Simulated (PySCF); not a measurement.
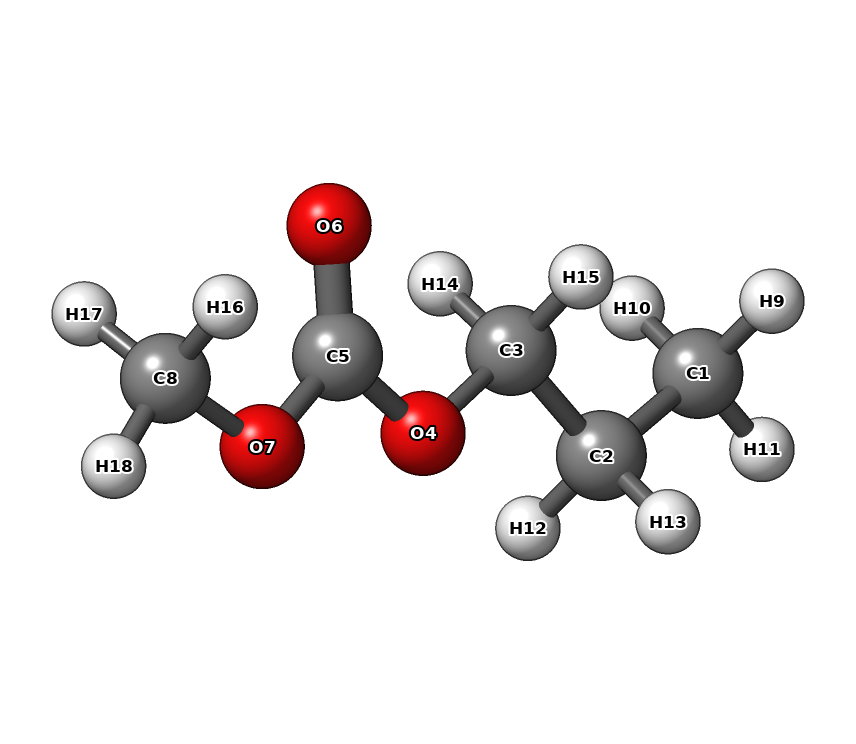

The thickness of each stick grows with its Mayer bond order. Computed geometry: GFN2-xTB optimisation. No frequency run is at hand to confirm it as a minimum. Computed with PBE0/pcSseg-1 (PySCF 2.14.0).

Which bond has the highest Mayer bond order?

C5–O6, 1.90, at a length of 1.199 Å.

List the Mayer bond orders of C1–C2, C1–H9, C1–H11, C2–C3, C2–H12, C3–O4, C3–H14, O4–C5, C5–O6, C5–O7, O7–C8, C8–H16, C8–H18 (one bond of each equivalent set).

| bond | Mayer order | length (Å) |
| --- | --- | --- |
| C1–C2 | 1.05 | 1.523 |
| C1–H9 | 0.96 | 1.087 |
| C1–H11 | 0.97 | 1.087 |
| C2–C3 | 1.03 | 1.521 |
| C2–H12 | 0.95 | 1.091 |
| C3–O4 | 0.84 | 1.431 |
| C3–H14 | 0.95 | 1.096 |
| O4–C5 | 1.11 | 1.329 |
| C5–O6 | 1.90 | 1.199 |
| C5–O7 | 1.10 | 1.335 |
| O7–C8 | 0.88 | 1.422 |
| C8–H16 | 0.96 | 1.092 |
| C8–H18 | 0.97 | 1.087 |
